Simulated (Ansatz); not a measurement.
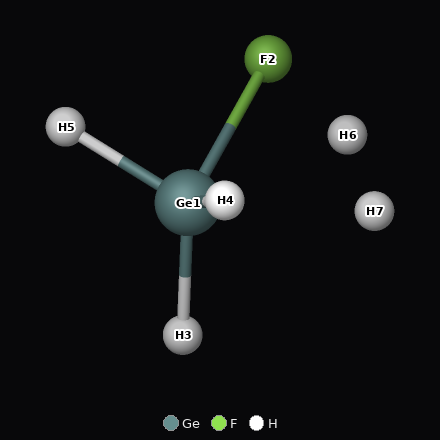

The system is the reacting system FGeH₅ (fragments FGeH₃ + H₂ where the first distance is long, GeH₄ + FH where the second is long); the picture shows the reference structure. First axis: distance Ge1–H7 (bond that forms). Second axis: distance H6–H7 (bond that breaks). Relaxed at each point: all other coordinates. The scan uses a 13 × 13 grid. Points are written as (first, second). Energies: kJ/mol, counted from the lowest grid point. Energies and slopes of some neighbouring points disagree (a jump in structure or state, or too coarse a mesh). The reference is spin-restricted, so regions where a bond is pulled apart into radicals lie too high. These are results of Ansatz 0.2.0, RKS SPW92 (LDA)/def2-TZVP, not measurements.

Its coordinates:

```csv
atom,x (Å),y (Å),z (Å)
Ge,-0.5721,-0.2039,-0.0133
F,0.7243,1.4270,-0.3201
H,-0.4520,-1.3447,-1.0310
H,-0.7635,-0.6457,1.4427
H,-1.6337,0.8273,-0.4373
H,1.3244,0.4392,0.0412
H,1.3726,-0.4993,0.3175
```

Range: distance Ge1–H7 (bond that forms) from 1.359 to 3.159 Å; distance H6–H7 (bond that breaks) from 0.666 to 2.466 Å.

Q: What landscape does the calculation give?

A: The lowest grid point is at (3.159 Å, 0.747 Å). It lies in a valley that leaves the map towards separated partners. Other grid points that lie below all their neighbours: (1.551 Å, 1.584 Å) (15 kJ/mol higher); (2.443 Å, 1.584 Å) (206 kJ/mol higher). The energy also falls towards the edge at (1.551 Å, 2.466 Å) (16 kJ/mol above the lowest), where a further well may lie outside the range. The highest grid point, (1.815 Å, 1.750 Å), lies 356 kJ/mol above the lowest.

```
second ↓, first →  1.359  1.440  1.551  1.677  1.815  1.962  2.116  2.277  2.443  2.615  2.792  2.973  3.159
            2.466     47     23     16     29    120    118    118    121    125    130    135    139    143
            2.280     48     24     17     30    122    118    119    122    126    131    135    140    143
            2.099     50     26     18     31    124    120    120    123    127    132    134    139    144
            1.922     53     28     19     29    126    122    123    125    129    130    136    141    146
            1.750     53     27     17     26    356    336    329    322    209    247    281    289    296
            1.584     52     26     15    323    308    292    285    279    206    243    253    257    260
            1.423     54     27    302    274    255    244    234    229    209    212    212    212    212
            1.269     59     32    254    222    200    185    177    171    169    161    158    157    156
            1.122    306    255    206    170    145    128    118    111    108    103    100     98     97
            0.984    271    217    164    125     97     78     65     58     54     50     47     46     45
            0.858    250    193    137     95     65     44     30     22     17     13     11      9      9
            0.747    252    194    136     92     59     37     22     13      8      4      2      1      0
            0.666    279    220    161    115     82     58     43     31     28     24     22     21     20
```

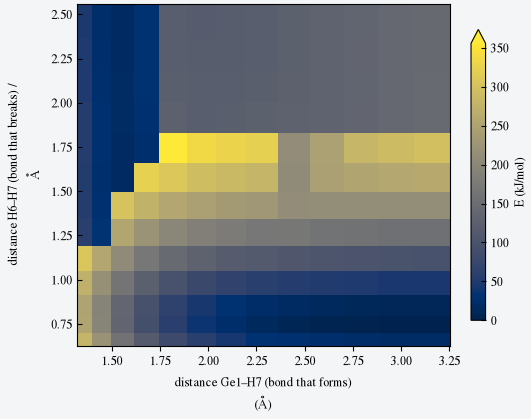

In the figure: one coloured cell a grid point, one colour for all values above the top of the scale.

Each point was launched as `ansatz run input.yaml --threads 1 --pin off --max-ram 2560MiB --backend cpu --events-out ev --progress --plain --runs-dir out`. The whole map (169 points run) took 19 min on 1 thread of Arm Neoverse V2 (shared host).
